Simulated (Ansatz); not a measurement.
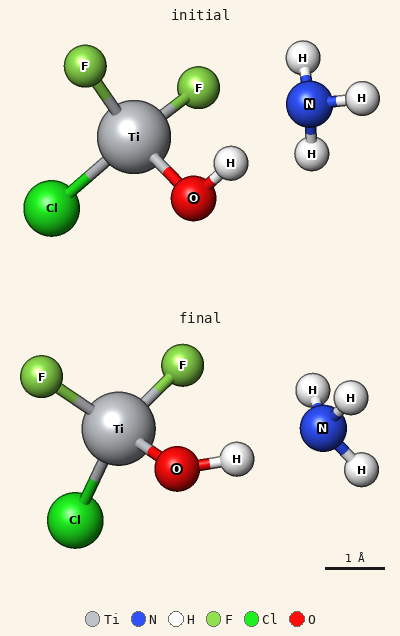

The structure of TiNH₄OClF₂ before (top) and after (bottom) a relaxation, at one scale.

Style: ball-and-stick. Shown at a tilt.

The run prepares an end point of a later path (reaction) calculation, from a guessed geometry.

Method: Ansatz 0.2.0, RKS B3LYP-D4/def2-SVP.

Input file:
```yaml
crystal:
  periodic: [false, false, false]
  atoms:
    - { symbol: Ti, position_ang: [0.081696, 0.660134, -0.505909] }
    - { symbol: "N", position_ang: [0.572561, 0.19199, 2.695138] }
    - { symbol: H, position_ang: [0.117552, -0.686012, 2.437877] }
    - { symbol: H, position_ang: [0.81828, 0.139429, 3.684507] }
    - { symbol: F, position_ang: [1.362858, -0.365282, -1.083157] }
    - { symbol: Cl, position_ang: [-0.880452, 1.731507, -2.160955] }
    - { symbol: F, position_ang: [-1.075222, -0.375267, 0.310223] }
    - { symbol: O, position_ang: [0.740555, 1.838848, 0.745355] }
    - { symbol: H, position_ang: [1.138618, 1.298088, 1.484891] }
    - { symbol: H, position_ang: [-0.145044, 0.934865, 2.58053] }
basis:
  gaussian: { orbitals: def2-SVP }
hamiltonian:
  xc: b3lyp
  dispersion: d4
relax:
  f_tol: 0.03
  max_steps: 50
output:
  orbitals: {}
```

Launched with:
```bash
ansatz run input.yaml --threads 4 --pin off --max-ram 5120MiB --backend cpu --events-out ev --progress --plain --runs-dir out
```

### What changed between the two?

Over 13 geometry steps the energy falls by 51.8 kJ/mol. Largest force component: 2 eV/Å at the start, 0.016 eV/Å at the end. The atom that moves furthest after the best rigid fit is H10 (0.88 Å). Largest moves by element: H 0.88 Å, F 0.76 Å, O 0.67 Å, N 0.47 Å, Cl 0.44 Å, Ti 0.35 Å. Some distances before and after: Ti1–N2 3.272 → 3.603 Å, Ti1–O8 1.841 → 1.726 Å, O8–H9 0.999 → 1.035 Å, Ti1–Cl6 2.194 → 2.219 Å. Bond angles that change, for instance: Ti1–O8–H9 107.4° → 119.7°, F7–Ti1–O8 107.3° → 103.3°, F5–Ti1–F7 107.0° → 111.0°. Groups turn about Ti1–O8 by about 70°.
